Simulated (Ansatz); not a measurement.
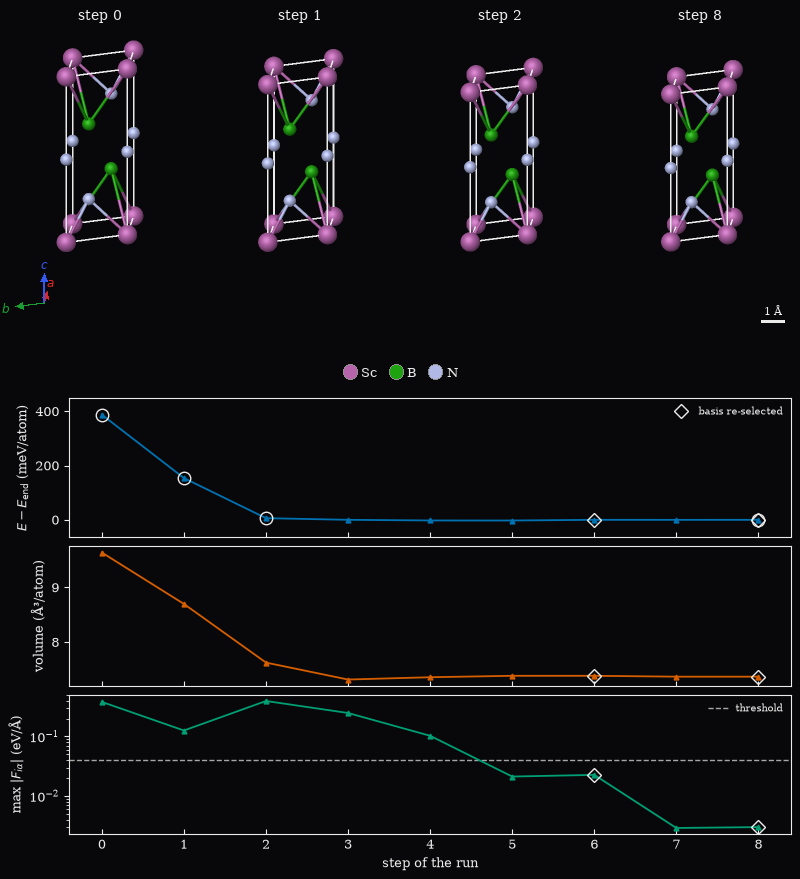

Frames of a relaxation of solid ScB₂N₃ (a generated structure, set up in P-3m1) (coarse preliminary run), marked on the history of the run. The picture is a ball-and-stick view of the cell of the calculation, seen from a free direction.

The calculation used DFT PBE, scalar-relativistic, plane waves, PAW (Ansatz). (plane-wave cutoff 420 eV; k-point mesh 6 × 6 × 2; occupations gaussian; smearing width 0.1 eV; no spin polarisation; cell and atoms relaxed; force threshold 0.04 eV/Å; at most 70 steps)

**Describe the path.**

After 6 accepted moves (8 points after the start) the energy has fallen by 388 meV per atom. The largest force component goes from 0.38 to 0.003 eV/Å. Pressure: −41.47 GPa at the start and 0.00 GPa at the end. At 2 points the geometry stayed and the basis and grid were re-selected for the new cell (energy shift of 2.5 meV per atom at most each time). The largest moves relative to the cell, 0.035 Å, are those of N atoms. By element the largest moves are N 0.035 Å, B 0.016 Å. Sc stays in place. The volume changes by −23.5 %, with a = b 2.964 → 2.745 Å (−7.4 %), c 7.604 → 6.775 Å (−10.9 %). Among the contacts that change: B–Sc 3.089 → 2.799 Å, Sc–Sc 2.964 → 2.745 Å, N–Sc 2.331 → 2.145 Å. The space group stays P-3m1 (No. 164). The run took 25 s on 1 thread of Arm Neoverse N1, with other jobs on the host, peak memory 0.32 GiB. From step 0 to 1: volume −9.8 %, energy −234 meV per atom. From step 1 to 2: B atoms move most (0.02 Å), volume −12.3 %, energy −148 meV per atom. From step 2 to 8: N atoms move most (0.02 Å), volume −3.4 %, energy −6.1 meV per atom.

```json
{"step": "0", "E − E(0), meV/atom": "0.00", "largest force component, eV/Å": "0.3801", "pressure, GPa": "-41.47", "volume, Å³/atom": "9.639", "note": ""}
{"step": "1", "E − E(0), meV/atom": "-233.67", "largest force component, eV/Å": "0.1260", "pressure, GPa": "-31.28", "volume, Å³/atom": "8.699", "note": ""}
{"step": "2", "E − E(0), meV/atom": "-381.47", "largest force component, eV/Å": "0.3942", "pressure, GPa": "-7.71", "volume, Å³/atom": "7.626", "note": ""}
{"step": "3", "E − E(0), meV/atom": "-387.56", "largest force component, eV/Å": "0.2478", "pressure, GPa": "2.36", "volume, Å³/atom": "7.316", "note": ""}
{"step": "4", "E − E(0), meV/atom": "-389.97", "largest force component, eV/Å": "0.1027", "pressure, GPa": "0.96", "volume, Å³/atom": "7.359", "note": ""}
{"step": "5", "E − E(0), meV/atom": "-390.10", "largest force component, eV/Å": "0.0213", "pressure, GPa": "-0.06", "volume, Å³/atom": "7.385", "note": ""}
{"step": "6", "E − E(0), meV/atom": "-387.57", "largest force component, eV/Å": "0.0227", "pressure, GPa": "-0.60", "volume, Å³/atom": "7.385", "note": "same geometry, new basis"}
{"step": "7", "E − E(0), meV/atom": "-387.67", "largest force component, eV/Å": "0.0029", "pressure, GPa": "0.00", "volume, Å³/atom": "7.369", "note": ""}
{"step": "8", "E − E(0), meV/atom": "-387.59", "largest force component, eV/Å": "0.0030", "pressure, GPa": "0.00", "volume, Å³/atom": "7.369", "note": "same geometry, new basis"}
```

Limits of the set-up: the k-point mesh is coarse for a cell with partly filled bands.
